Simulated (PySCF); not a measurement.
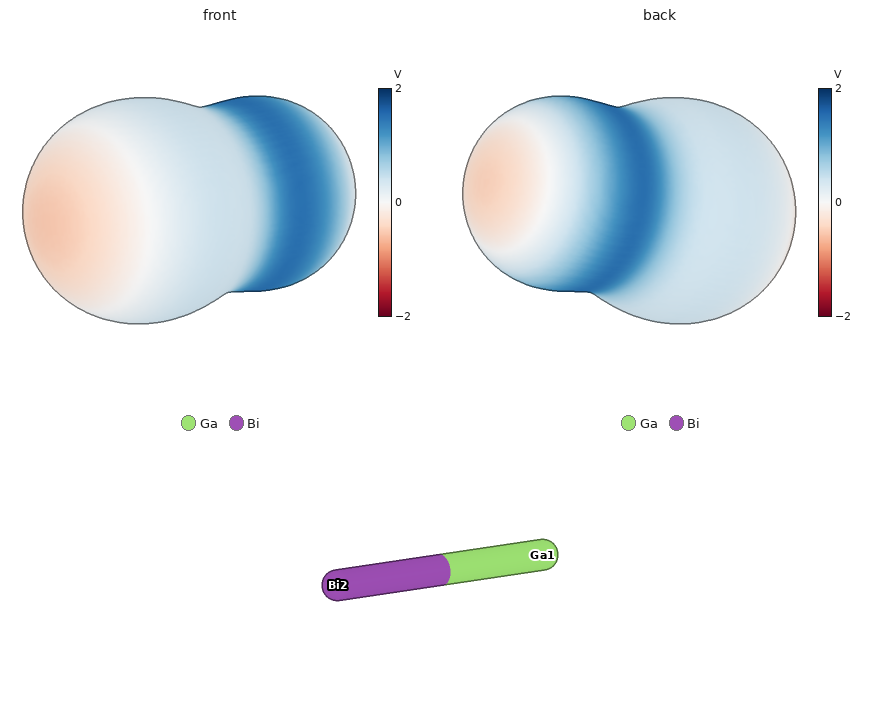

The picture shows: GaBi (triplet). The molecular electrostatic potential painted on the density surface at 0.002 e/bohr³, seen from the front and from behind; the colour scale runs from red (negative) to blue (positive). The bare structure is drawn below in the same view.

Core potentials replace the inner electrons of Bi.

Method: PBE0/def2-SVP, non-relativistic Hamiltonian with scalar-relativistic core potentials where named, at a bond length of 2.849 Å (PySCF).

```xyz
2

Ga    0.0000    0.0000   -2.1424
Bi    0.0000    0.0000    0.7066
```

**Describe the electrostatic potential map.**

The most negative region (about −0.5 V) lies over Bi2, the most positive (about +1.5 V) over Ga1.
